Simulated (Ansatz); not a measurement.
System: BH₃···HF.

Input

```
crystal:
  periodic: [false, false, false]
  atoms:
    - {symbol: B, position_ang: [-0.630867, 0.048883, -0.186678]}
    - {symbol: F, position_ang: [1.366710, 0.159836, -0.021027]}
    - {symbol: H, position_ang: [-0.650175, -0.522411, -1.234358]}
    - {symbol: H, position_ang: [-0.837553, 1.223559, -0.144247]}
    - {symbol: H, position_ang: [1.491532, -0.316444, 0.763099]}
    - {symbol: H, position_ang: [-0.739648, -0.593323, 0.823210]}
basis:
  gaussian: {orbitals: def2-TZVPP}
hamiltonian: {xc: pbe0, dispersion: d4}
output: {orbitals: {seedname: orbitals}}
```

Run with:

```sh
ansatz run in.yaml --threads 2 --pin off --events-out ev --progress --plain --max-ram 4352MiB
```

The product side of a reaction path; geometry: PBE0-D4/def2-TZVP.

The calculation used RKS PBE0-D4/def2-TZVPP (Ansatz).

Question: What can the converged electron density and electron localisation function tell about the bonding?

Answer: B–H (1.19 Å): ρ at the midpoint is about 1.3 e/Å³; the ELF climbs to about 1 towards the hydrogen, as it does in any bond to H (a covalent bond by its length).

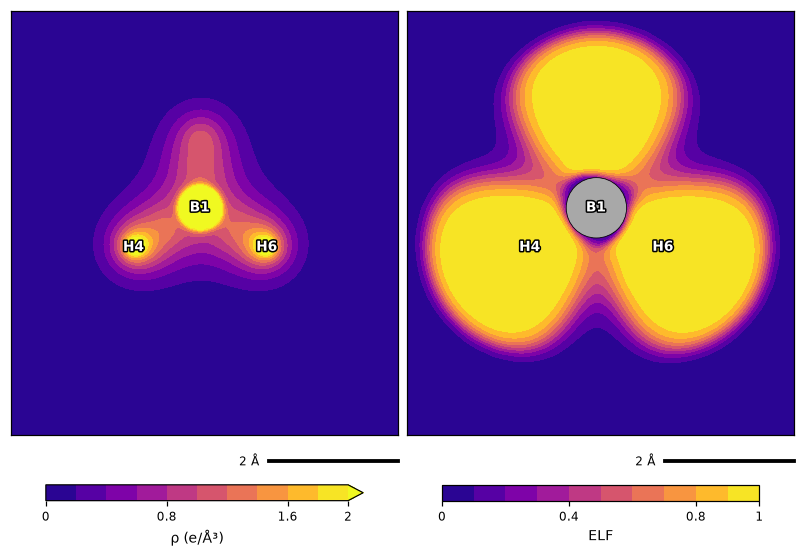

Computed electron density and electron localisation function on the plane of atoms H4, B1 and H6, in this order. Grey discs cover the atomic cores in the ELF map. 
